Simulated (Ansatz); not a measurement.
# CH5ClSSi2: a nudged elastic band in two tries

Aim: a band of images between two relaxed ends for this system. SMILES of the start: Cl[SiH2]C1[SiH2]S1.

All numbers below are computed with Ansatz 0.2.0 (RKS PBE-D4/STO-3G).

## 1. Starting point

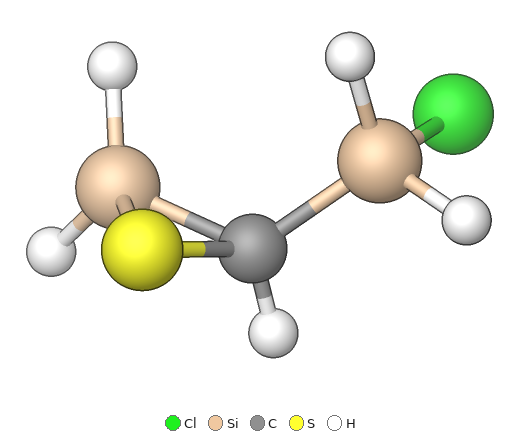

Start, viewed from a free direction; chlorine green, silicon light orange, carbon grey, sulfur yellow, hydrogen white.

Coordinates:

```xyz
10

Cl   -2.4283   -0.3487    1.4360
Si   -1.0352    0.9757    0.5353
C    -0.0132    0.0482   -0.7233
Si    1.3400   -1.1340   -0.2305
S     1.6849    0.7413   -1.1173
H    -0.1945    1.4907    1.6103
H    -1.8179    2.0581   -0.0542
H    -0.5926   -0.2267   -1.6229
H     1.6166   -1.3118    1.1883
H     1.5233   -2.3442   -1.0188
```

## 2. The run

input.yaml reads:

```yaml
crystal:
  periodic: [false, false, false]
  atoms:
    - { symbol: Cl, position_ang: [-2.42834, -0.348744, 1.435993] }
    - { symbol: Si, position_ang: [-1.035163, 0.975667, 0.535275] }
    - { symbol: C, position_ang: [-0.013206, 0.048191, -0.723315] }
    - { symbol: Si, position_ang: [1.339972, -1.133995, -0.23047] }
    - { symbol: S, position_ang: [1.68486, 0.741324, -1.117292] }
    - { symbol: H, position_ang: [-0.194489, 1.490724, 1.610325] }
    - { symbol: H, position_ang: [-1.817857, 2.058054, -0.054202] }
    - { symbol: H, position_ang: [-0.59264, -0.226661, -1.622886] }
    - { symbol: H, position_ang: [1.616622, -1.311793, 1.188291] }
    - { symbol: H, position_ang: [1.523342, -2.344167, -1.018818] }
basis:
  gaussian: { orbitals: STO-3G }
hamiltonian:
  xc: pbe
  dispersion: d4
neb:
  order_check: false
  images: 7
  f_tol: 0.05
  max_iterations: 8
  initial_path: idpp
  final_atoms:
    - { symbol: Cl, position: [-0.92517085, 0.22522418, 2.40522737] }
    - { symbol: Si, position: [-1.10215947, 0.99838957, 0.44214776] }
    - { symbol: C, position: [0.2510298, 0.27962702, -0.63379407] }
    - { symbol: Si, position: [1.09079122, -1.353608, -0.31139913] }
    - { symbol: S, position: [2.04107827, 0.51337765, -0.14475342] }
    - { symbol: H, position: [-1.01894542, 2.45105902, 0.56365775] }
    - { symbol: H, position: [-2.42813364, 0.62262373, -0.04233473] }
    - { symbol: H, position: [0.05837629, 0.51508727, -1.69832831] }
    - { symbol: H, position: [0.73275047, -2.10389947, 0.88355513] }
    - { symbol: H, position: [1.38348435, -2.19928097, -1.46107734] }
```

Run with:

```console
$ ansatz run input.yaml --threads 1 --pin off --max-ram 2048MiB --backend cpu --events-out ev --progress --plain --runs-dir out
```

Standard output:

```text
Error: 10 input errors — fix all and re-run
  1. invalid value for `neb.final_atoms`: atom 0 takes position alone, and under basis.gaussian position_ang alone
  2. invalid value for `neb.final_atoms`: atom 1 takes position alone, and under basis.gaussian position_ang alone
  3. invalid value for `neb.final_atoms`: atom 2 takes position alone, and under basis.gaussian position_ang alone
  4. invalid value for `neb.final_atoms`: atom 3 takes position alone, and under basis.gaussian position_ang alone
  5. invalid value for `neb.final_atoms`: atom 4 takes position alone, and under basis.gaussian position_ang alone
  6. invalid value for `neb.final_atoms`: atom 5 takes position alone, and under basis.gaussian position_ang alone
  7. invalid value for `neb.final_atoms`: atom 6 takes position alone, and under basis.gaussian position_ang alone
  8. invalid value for `neb.final_atoms`: atom 7 takes position alone, and under basis.gaussian position_ang alone
  9. invalid value for `neb.final_atoms`: atom 8 takes position alone, and under basis.gaussian position_ang alone
 10. invalid value for `neb.final_atoms`: atom 9 takes position alone, and under basis.gaussian position_ang alone
```

Run time: 0.02 s. Hardware: 1 thread of Arm Neoverse V2, shared host; peak memory 0.03 GiB.

## 3. What went wrong

The program refused the input before any cycle. Its message: «10 input errors — fix all and re-run 1. invalid value for `neb.final_atoms`: atom 0 takes position alone, and under basis.gaussian position_ang alone»

The second end is typed under the key for fractional positions, which a molecule without a cell can't use.

Fix: use position_ang.

## 4. The mended input

input.yaml reads:

```yaml
crystal:
  periodic: [false, false, false]
  atoms:
    - { symbol: Cl, position_ang: [-2.42834, -0.348744, 1.435993] }
    - { symbol: Si, position_ang: [-1.035163, 0.975667, 0.535275] }
    - { symbol: C, position_ang: [-0.013206, 0.048191, -0.723315] }
    - { symbol: Si, position_ang: [1.339972, -1.133995, -0.23047] }
    - { symbol: S, position_ang: [1.68486, 0.741324, -1.117292] }
    - { symbol: H, position_ang: [-0.194489, 1.490724, 1.610325] }
    - { symbol: H, position_ang: [-1.817857, 2.058054, -0.054202] }
    - { symbol: H, position_ang: [-0.59264, -0.226661, -1.622886] }
    - { symbol: H, position_ang: [1.616622, -1.311793, 1.188291] }
    - { symbol: H, position_ang: [1.523342, -2.344167, -1.018818] }
basis:
  gaussian: { orbitals: STO-3G }
hamiltonian:
  xc: pbe
  dispersion: d4
neb:
  order_check: false
  images: 7
  f_tol: 0.05
  max_iterations: 60
  initial_path: idpp
  final_atoms:
    - { symbol: Cl, position_ang: [-0.92517085, 0.22522418, 2.40522737] }
    - { symbol: Si, position_ang: [-1.10215947, 0.99838957, 0.44214776] }
    - { symbol: C, position_ang: [0.2510298, 0.27962702, -0.63379407] }
    - { symbol: Si, position_ang: [1.09079122, -1.353608, -0.31139913] }
    - { symbol: S, position_ang: [2.04107827, 0.51337765, -0.14475342] }
    - { symbol: H, position_ang: [-1.01894542, 2.45105902, 0.56365775] }
    - { symbol: H, position_ang: [-2.42813364, 0.62262373, -0.04233473] }
    - { symbol: H, position_ang: [0.05837629, 0.51508727, -1.69832831] }
    - { symbol: H, position_ang: [0.73275047, -2.10389947, 0.88355513] }
    - { symbol: H, position_ang: [1.38348435, -2.19928097, -1.46107734] }
```

Run with:

```console
$ ansatz run input.yaml --threads 1 --pin off --max-ram 2048MiB --backend cpu --events-out ev --progress --plain --runs-dir out
```

The limit on steps is raised as well. From its log:

```text
NEB iter   1: max|band force component| = 6.363e-1 eV/Å  barrier→ = 0.0934 eV  barrier← = 0.0607 eV  Δτ_max = 0.1576 Å  (196 SCF iters)
NEB iter   2: max|band force component| = 1.737e-1 eV/Å  barrier→ = 0.0564 eV  barrier← = 0.0238 eV  CI = image 5  Δτ_max = 0.0362 Å  (169 SCF iters)
NEB iter   3: max|band force component| = 8.576e-2 eV/Å  barrier→ = 0.0445 eV  barrier← = 0.0118 eV  CI = image 5  Δτ_max = 0.0205 Å  (174 SCF iters)
NEB iter   4: max|band force component| = 3.669e-2 eV/Å  barrier→ = 0.0434 eV  barrier← = 0.0107 eV  CI = image 5  Δτ_max = 0.0000 Å  (314 SCF iters)
```

It took 80 s on 1 thread of Arm Neoverse V2, shared host; peak memory 0.1 GiB.

Second try: 4 iterations, highest image 0.04 eV above the first end.

## 5. What came out

```
 quantity                                                                                                      value
first try                                                                                                    refused
    cause  the second end is typed under the key for fractional positions, which a molecule without a cell can't use
```

**Reading.** The fault in the first input was caught at the input check and cost nothing.
